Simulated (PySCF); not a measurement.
Molecule: SMILES C=[CH][Ga]([F])[Cl] (C2H3ClFGa). Atoms near the plane z = 0.0 Å, at the CAM-B3LYP/def2-SVP optimised geometry (x, y, z in Å): Ga1 (0.6, 0.3, 0.0), F2 (2.4, 0.3, 0.0), Cl3 (-0.2, 2.3, 0.0), C4 (-0.4, -1.3, 0.0), C5 (-1.8, -1.2, 0.0), H6 (0.1, -2.3, 0.0), H7 (-2.4, -2.1, 0.0), H8 (-2.3, -0.3, -0.1).

Computed with CAM-B3LYP/def2-TZVP run with PySCF. Cells within 0.4 Å of a nucleus heavier than hydrogen are left out (blank, or x). The values are rescaled to run from 0 to 1.

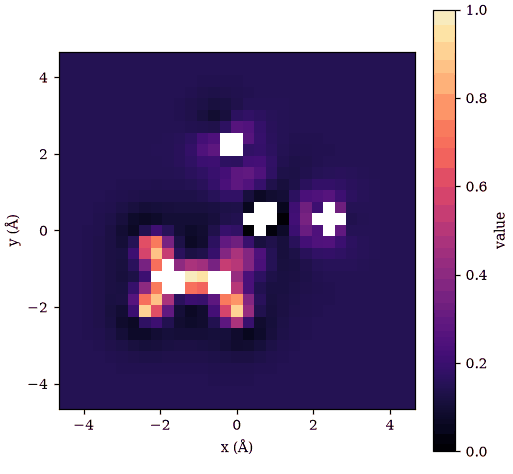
Fig. 1. a field on the plane z = 0.0 Å.

Question: Which quantity is mapped?
(A) log10 of the electron density
(B) deformation density (molecule minus spherical neutral atoms)
(C) electrostatic potential
(D) Laplacian of the electron density

Answer: B, deformation density (molecule minus spherical neutral atoms). In full: deformation density (molecule minus spherical neutral atoms) (e/bohr³).
